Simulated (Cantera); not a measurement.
A closed system holds: 1 mol SiO2, 37 mol HBr, 16 mol O2, at 1900 Pa.

Method: chemical equilibrium by Gibbs-energy minimisation in Cantera with the NASA 1993 tables (ideal gas, pure condensed phases). Candidate condensed phases: Br2, H2O, Si, SiO2; 28 gas species. The tables hold silica as quartz up to 1696 K and as liquid above; real silica turns to tridymite and cristobalite and melts near 1996 K. Kinetics and transport are ignored.

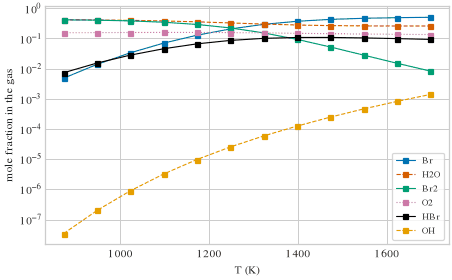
Figure: Equilibrium gas composition (values under 1e-9 drawn at 1e-9)

From 873 K to 1623 K the condensed part is SiO2(β-quartz). At 1698 K the condensed part is SiO2(condensed).
